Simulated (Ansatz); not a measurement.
Given this structure, the input geometry of an electronic-structure calculation (not necessarily at equilibrium), written in its standard cell:

```yaml
crystal:
  lattice:
    - [3.99129, 0.00000, 0.00000]
    - [0.00000, 3.99129, 0.00000]
    - [0.00000, 0.00000, 3.99129]
  atoms:
    - { symbol: Al, position: [0.00000, 0.00000, 0.00000] }
    - { symbol: Al, position: [0.00000, 0.50000, 0.50000] }
    - { symbol: Al, position: [0.50000, 0.00000, 0.50000] }
    - { symbol: Al, position: [0.50000, 0.50000, 0.00000] }
```

> Predict the [001] zone-axis pattern (200 kV, kinematic, B = 0.5 Å²).

The spots form a square net with both shortest vectors at d = 2.00 Å, 90.0° apart. They are 2 0 0 and 0 2 0. The pattern has symmetry 4mm. The lattice centring (F) removes all reflections that break h + k = 2n, h + l = 2n.

Strongest reflections with d > 0.80 Å, one of each family (|F|² from tabulated Gaussian fits of the electron scattering factors, times a small damping for the curvature of the Ewald sphere):

| hkl | d (Å) | I (strongest = 100) |
| --- | --- | --- |
| 2 0 0 | 1.996 | 100 |
| 2 2 0 | 1.411 | 37 |
| 4 0 0 | 0.998 | 13 |
| 4 2 0 | 0.892 | 9 |

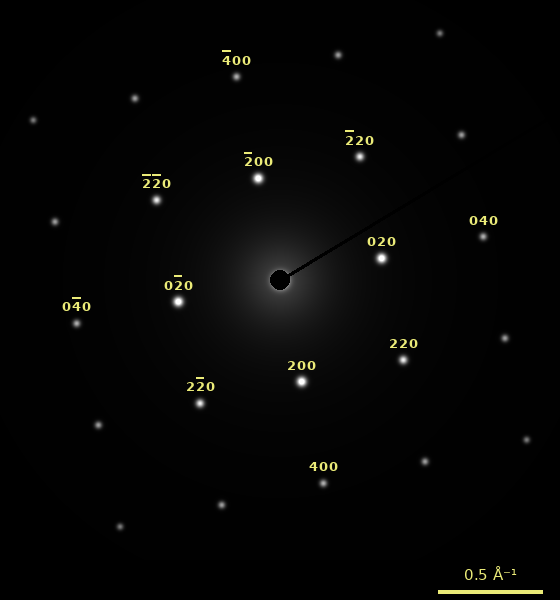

Calculated pattern, seen from the source side with [001] pointing towards the source.
